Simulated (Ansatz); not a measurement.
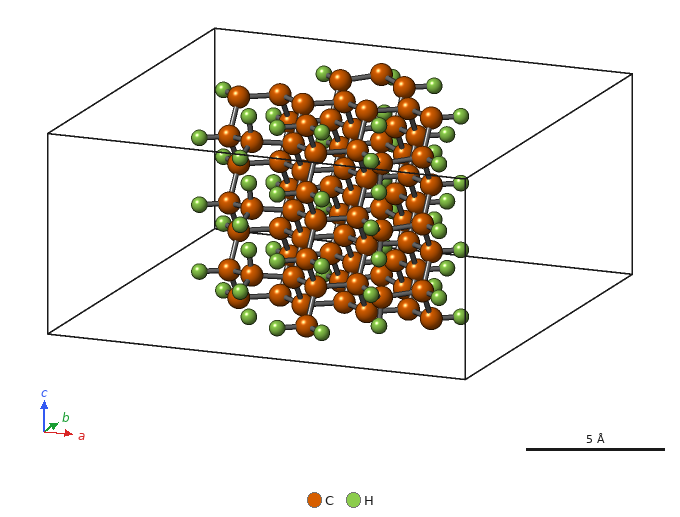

Fig. 1: The input geometry (ball-and-stick view of the 3 repeat of the cell, with the vacuum cut short, seen slightly off an axis).

# C23H16: single-point calculation (part 1 of 2)

System: C23H16 (39 atoms in the cell).
Method: DFT, HSE06, PAW, plane waves (Ansatz 0.2.0).

Figures and captions count atoms from 1; the log counts them from 0 in places.

Input file:
```yaml
crystal:
  lattice:
    - [13.717872, -13.717872, 0.000000]
    - [0.000000, 0.000000, 19.400000]
    - [-1.776901, -1.776901, 0.000000]
  atoms:
    - { symbol: C, position: [0.370050, 0.499921, 0.989208] }
    - { symbol: C, position: [0.630050, 0.499960, 0.988841] }
    - { symbol: C, position: [0.500069, 0.360927, 0.488721] }
    - { symbol: C, position: [0.500044, 0.545846, 0.488030] }
    - { symbol: C, position: [0.500072, 0.316504, 0.988718] }
    - { symbol: C, position: [0.500051, 0.499887, 0.988274] }
    - { symbol: C, position: [0.500023, 0.681090, 0.044980] }
    - { symbol: C, position: [0.368676, 0.365649, 0.547963] }
    - { symbol: C, position: [0.371405, 0.544855, 0.489312] }
    - { symbol: C, position: [0.631469, 0.365687, 0.429582] }
    - { symbol: C, position: [0.628681, 0.544894, 0.488923] }
    - { symbol: C, position: [0.304203, 0.410314, 0.488782] }
    - { symbol: C, position: [0.564904, 0.407612, 0.489424] }
    - { symbol: C, position: [0.565479, 0.591701, 0.486931] }
    - { symbol: C, position: [0.305005, 0.454810, 0.988967] }
    - { symbol: C, position: [0.564671, 0.453738, 0.989228] }
    - { symbol: C, position: [0.564653, 0.636933, 0.986664] }
    - { symbol: C, position: [0.435226, 0.407595, 0.487904] }
    - { symbol: C, position: [0.434594, 0.591681, 0.487113] }
    - { symbol: C, position: [0.695926, 0.410374, 0.489021] }
    - { symbol: C, position: [0.435444, 0.453720, 0.988112] }
    - { symbol: C, position: [0.435406, 0.636912, 0.986790] }
    - { symbol: C, position: [0.695110, 0.454870, 0.988851] }
    - { symbol: H, position: [0.454891, 0.281714, 0.987739] }
    - { symbol: H, position: [0.545261, 0.281723, 0.989694] }
    - { symbol: H, position: [0.499999, 0.734996, 0.899651] }
    - { symbol: H, position: [0.500041, 0.695287, 0.446188] }
    - { symbol: H, position: [0.367560, 0.311527, 0.405211] }
    - { symbol: H, position: [0.368294, 0.351826, 0.950404] }
    - { symbol: H, position: [0.324424, 0.577920, 0.489244] }
    - { symbol: H, position: [0.631907, 0.351871, 0.027127] }
    - { symbol: H, position: [0.632572, 0.311564, 0.572325] }
    - { symbol: H, position: [0.675653, 0.577973, 0.488904] }
    - { symbol: H, position: [0.257417, 0.377533, 0.489849] }
    - { symbol: H, position: [0.259528, 0.489525, 0.993037] }
    - { symbol: H, position: [0.611740, 0.669531, 0.988019] }
    - { symbol: H, position: [0.742723, 0.377607, 0.487989] }
    - { symbol: H, position: [0.388311, 0.669498, 0.988093] }
    - { symbol: H, position: [0.740576, 0.489600, 0.984742] }
kpoints:
  mp_grid: { grid: [1, 1, 6] }
hamiltonian:
  xc: hse06
scf:
  occupations: { method: fermi_dirac, width: 0.01 }
output:
  forces: true
  eigenvalues: true
  populations: true
  eigenstates: { kpoints: [[0, 0, 0]], e_range: [-4.0, 4.0], localisation: true }
```

Machine: 7 CPU threads, shared host.

Log:
```
Pseudopotentials: kind: paw
Functional definition: HSE06
  parameter a = 0.25
  parameter omega = 0.11/bohr
  exchange = pbe_x - a*pbe_x_sr(omega) + a*exact_x_sr(omega)
  correlation = pbe_c
Crystal: 39 atoms, lattice volume = 945.762 Å³
Basis set: ecut = 420 eV, 18513 PW (Γ), exchange–correlation on 270×270×36 points (8 copies of the dense FFT grid, shifted against one another)
Bands: 93, of which v1, the nominal top of the filled ones, is band 54 counted from 1 (53 counted from 0)
Symmetry: 1 space group operations
Space group: P1 (ITA 1), of the structure as read, at distance tolerance 9.8e-5 Å
k-points: 4 of 6 (time reversal used)
Non-local potential: C, projectors of the file, l = 0: 2, l = 1: 2, l = 2: 1
Non-local potential: H, projectors of the file, l = 0: 2, l = 1: 1
PAW form: soft (Blöchl's): semilocal exchange-correlation on the pseudo side does not see the compensation charge
PAW frozen core: C, regenerated for the run's functional, and the local potential with it (the file was generated under x = pbe(κ = 0.804, μ = 0.2195149727645171), c = pbe(β = 0.06672455060314922))
PAW one-centre angular grid: C, 110 points (default); XC on 64 Gauss nodes
PAW one-centre angular grid: H, 110 points (default); XC on 64 Gauss nodes
Initial density: superposition of atomic densities (neutral atoms: chi_scale 0, normalization atom), corrected by the library's trained network
Initial wavefunctions: pseudopotential atomic-orbital guess
Functional: x = pbe(κ = 0.804, μ = 0.2195149727645171), c = pbe(β = 0.06672455060314922), warm-up for x = pbe(κ = 0.804, μ = 0.2195149727645171) + 0.25 (exact − pbe) at short range (hse, ω = 0.20786987370883472 Å⁻¹), c = pbe(β = 0.06672455060314922); HSE06 as pw.x's `hse` composes it (authors' and Libxc's form: `xc: wpbeh`)
SCF iter   1: F=—  HF=-6022.118351 eV  |F-HF|=—  |Δ(HF+E_count)|=         —  Δρ=4.63e-3  dr2=4.25e-1  ethr=1.77e-3  ⟨swp⟩=16.5  Hψ=2540  notcnv=1
preconditioner: auto → none  [insulator: Δε(μ)=2.752 eV  Ē_g=15.096 eV  σ=0.010 eV  W_gap=1.00  n_scr=108 (ndim 8)  ℏωp=12.5 eV  f_vac=0.727  D(μ)=0.00/eV (n_scr^D=0)]
SCF iter   2: F=—  HF=-6022.036506 eV  |F-HF|=—  |Δ(HF+E_count)|=   8.18e-2  Δρ=3.44e-3  dr2=1.86e-1  ethr=3.94e-4  ⟨swp⟩=9.2  Hψ=1325  notcnv=0  defer=1
SCF iter   3: F=—  HF=-6022.008774 eV  |F-HF|=—  |Δ(HF+E_count)|=   2.77e-2  Δρ=1.36e-3  dr2=4.14e-2  ethr=1.72e-4  ⟨swp⟩=8.2  Hψ=1249  notcnv=0
SCF iter   4: F=—  HF=-6022.004039 eV  |F-HF|=—  |Δ(HF+E_count)|=   4.73e-3  Δρ=7.54e-4  dr2=5.92e-3  ethr=3.84e-5  ⟨swp⟩=9.0  Hψ=1246  notcnv=0  defer=2
iter 5 solved again at ethr=4.03e-7 eV; its pass at ethr=5.48e-6 eV (dr2=4.35e-4 eV) is discarded
SCF iter   5: F=-6022.003987 eV  HF=-6022.003784 eV  |F-HF|=2.03e-4  |Δ(HF+E_count)|=   2.55e-4  Δρ=2.76e-4  dr2=4.36e-4  ethr=4.03e-7  ⟨swp⟩=2.8  Hψ=1770  notcnv=0  defer=4
SCF 1 stopped early in 5 iterations: F = -6022.003987 eV  dr2 = 4.36e-4
  greatest PAW one-centre occupation: 0.664 electrons in one spin orbital (limit 2), on the C atom at site 7 (counted from 0), in its partial waves of l = 0
Initial density: handed on by an earlier stage of this run
Initial wavefunctions: those handed on with the density
Functional: x = pbe(κ = 0.804, μ = 0.2195149727645171) + 0.25 (exact − pbe) at short range (hse, ω = 0.20786987370883472 Å⁻¹), c = pbe(β = 0.06672455060314922); HSE06 as pw.x's `hse` composes it (authors' and Libxc's form: `xc: wpbeh`)
Exchange kernel: α = 0.2500, screened, ω = 0.2079 Å⁻¹, Wigner–Seitz truncation, v(0) = 1039.2102 eV·Å³, q-mesh 1×1×6, nearest image of the exchange supercell L = 15.08 Å, pair-density grid 96×96×15, without the augmentation charges, whose exchange is taken in its separable form by FFT convolution over the k-point mesh (sized by the pseudopotential files, 135×135×18 at the most)
Frozen-core exchange: fock
SCF iter   1: F=—  HF=-6024.176250 eV  |F-HF|=—  |Δ(HF+E_count)|=         —  Δρ=3.77e-3  dr2=6.11e-2  ethr=4.04e-6  ⟨swp⟩=18.5  Hψ=2509  notcnv=1
preconditioner: auto → none  [insulator: Δε(μ)=3.085 eV  Ē_g=16.524 eV  σ=0.010 eV  W_gap=1.00  n_scr=108 (ndim 8)  ℏωp=12.5 eV  f_vac=0.737  D(μ)=0.00/eV (n_scr^D=0)]
SCF iter   2: F=—  HF=-6024.152990 eV  |F-HF|=—  |Δ(HF+E_count)|=   2.33e-2  Δρ=1.57e-3  dr2=9.35e-3  ethr=4.04e-6  ⟨swp⟩=10.0  Hψ=1655  notcnv=0  defer=20
SCF iter   3: F=—  HF=-6024.174807 eV  |F-HF|=—  |Δ(HF+E_count)|=   2.18e-2  Δρ=4.52e-4  dr2=1.07e-3  ethr=4.04e-6  ⟨swp⟩=8.8  Hψ=1432  notcnv=0
SCF iter   4: F=—  HF=-6024.174509 eV  |F-HF|=—  |Δ(HF+E_count)|=   2.98e-4  Δρ=1.02e-4  dr2=2.36e-4  ethr=9.66e-7  ⟨swp⟩=6.0  Hψ=1083  notcnv=0  defer=1
SCF iter   5: F=—  HF=-6024.174448 eV  |F-HF|=—  |Δ(HF+E_count)|=   6.06e-5  Δρ=4.30e-5  dr2=3.38e-5  ethr=1.94e-7  ⟨swp⟩=4.8  Hψ=878  notcnv=0  defer=1
SCF iter   6: F=—  HF=-6024.174746 eV  |F-HF|=—  |Δ(HF+E_count)|=   2.98e-4  Δρ=5.04e-5  dr2=1.56e-5  ethr=1.10e-8  ⟨swp⟩=6.2  Hψ=1259  notcnv=0  defer=1
SCF iter   7: F=-6024.174741 eV  HF=-6024.174741 eV  |F-HF|=6.50e-8  |Δ(HF+E_count)|=   5.40e-6  Δρ=9.83e-6  dr2=9.35e-7  ethr=1.10e-8  ⟨swp⟩=3.5  Hψ=681  notcnv=0
SCF 2 stopped early in 7 iterations: F = -6024.174741 eV  dr2 = 9.35e-7
  Residual-converged pass: ⟨swp⟩=4.0  Hψ=877  notcnv=0  max |occ|·‖R‖ = 6.3e-6 eV (tolerance 6.7e-6 eV)  dr2=9.20e-7  dr2_onsite=4.88e-9  max |Δocc| = 0.0e0
  greatest PAW one-centre occupation: 0.668 electrons in one spin orbital (limit 2), on the C atom at site 7 (counted from 0), in its partial waves of l = 0
hybrid outer 1: dexx = +2.743e-2 eV, tail = 1.05e-4 eV
SCF iter   1: F=—  HF=-6024.175162 eV  |F-HF|=—  |Δ(HF+E_count)|=         —  Δρ=2.98e-5  dr2=6.11e-6  ethr=4.84e-7  ⟨swp⟩=9.5  Hψ=1248  notcnv=0
preconditioner: auto → none  [insulator: Δε(μ)=3.075 eV  Ē_g=16.489 eV  σ=0.010 eV  W_gap=1.00  n_scr=108 (ndim 8)  ℏωp=12.5 eV  f_vac=0.739  D(μ)=0.00/eV (n_scr^D=0)]
SCF iter   2: F=—  HF=-6024.175160 eV  |F-HF|=—  |Δ(HF+E_count)|=   1.62e-6  Δρ=6.73e-6  dr2=2.53e-7  ethr=4.96e-9  ⟨swp⟩=3.0  Hψ=773  notcnv=0
SCF iter   3: F=—  HF=-6024.175161 eV  |F-HF|=—  |Δ(HF+E_count)|=   8.90e-7  Δρ=3.38e-6  dr2=6.46e-8  ethr=1.47e-10  ⟨swp⟩=7.2  Hψ=1150  notcnv=0  defer=11
SCF iter   4: F=-6024.175161 eV  HF=-6024.175161 eV  |F-HF|=8.79e-10  |Δ(HF+E_count)|=   3.93e-9  Δρ=9.48e-7  dr2=3.23e-9  ethr=5.63e-11  ⟨swp⟩=3.8  Hψ=897  notcnv=0  defer=9
SCF 3 converged in 4 iterations: F = -6024.175161 eV  dr2 = 3.23e-9
  Residual-converged pass: ⟨swp⟩=3.0  Hψ=725  notcnv=0  max |occ|·‖R‖ = 1.7e-6 eV (tolerance 2.0e-6 eV)  dr2=3.31e-9  dr2_onsite=2.64e-10  max |Δocc| = 0.0e0
  greatest PAW one-centre occupation: 0.667 electrons in one spin orbital (limit 2), on the C atom at site 7 (counted from 0), in its partial waves of l = 0
```

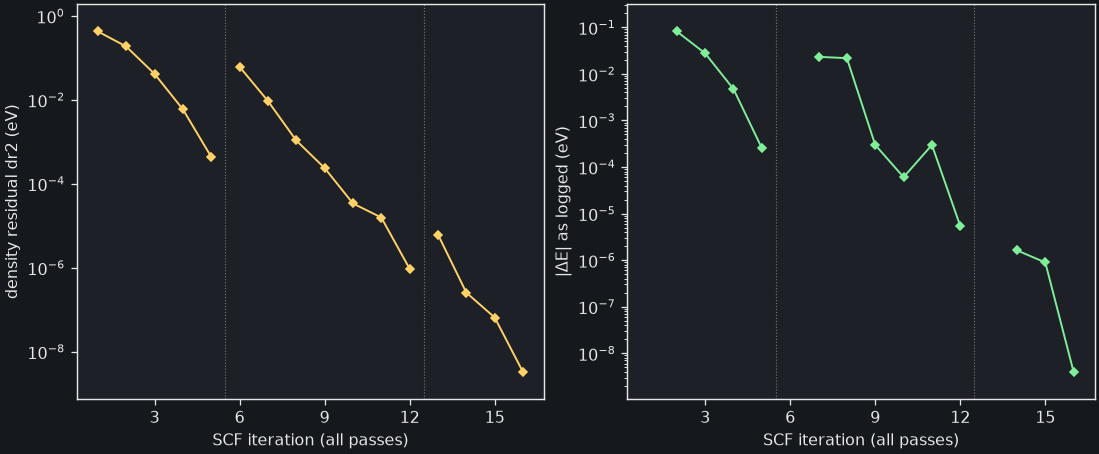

Fig. 2: Convergence of the self-consistent field: density residual dr2 and size of the energy change against the SCF iteration. The run starts with a semilocal functional; after that each stretch between dotted lines is one SCF of the hybrid functional between two exact rebuilds of the exchange operator by the outer loop. Early passes are stopped at a loose threshold. The passes take 5, 7 and 4 iterations.

```
hybrid outer 2: dexx = +1.577e-6 eV, tail = 4.86e-8 eV, Δε = 1.55e-3 eV (about 3.39e-5 eV left of the loop's levels), ΔF = 3.85e-3 eV/Å (tail 3.94e-4)
NSCF: frozen V_eff on 1 k-points
hybrid SCF converged: 2 outer / 11 inner (+5 warm-up), last move |dexx| = 1.58e-6 eV, tail = 4.86e-8 eV
Stability not checked: this state was not tested for a lower state beside it, because the functional holds exact exchange (a hybrid, or Hartree-Fock), whose exchange loop this test does not read (fock_operator; see scf.lower_state_search)
Free energy (F): -6024.175162 eV
Harris-Foulkes:  -6024.175162 eV  (|F-HF|=8.79e-10)
Internal energy: -6024.175162 eV  (E = F + TS)
E sigma→0 (E₀):  -6024.175162 eV
Fermi energy:    0.262707 eV
--- Per-component energies (eV) ---
  E_band       = -1153.981277
  E_kinetic    = 2361.503814
  E_local      = -68199.969509  (includes V_loc(G=0)·N_el)
  E_nonlocal   = 633.770069
  E_hartree    = 32977.700333
  E_xc         = -1029.118342
  E_vxc        = -1269.958386  (∫ρ·V_xc dr)
  E_exx        = -242.193443  (= α·E_x^exact, valence–valence)
  E_paw        = -2292.866728  (= ΣΔE_a)
  E_vpaw       = -150.316635  (= ΣTr[D̂ρ^β])
  E_aug_tail   = -0.021674  (compensation charges beyond the density's cutoff)
  E_ewald      = 29767.416340
  E_core_change = -0.396020  (= ΣΔE_core)
  E_smearing   = -0.000000  (= −TS)
  E_closure    = -0.000002  (closes the sum)
  Σ components = -6024.175162   (vs F -6024.175162, Δ=-6.37e-12)
```
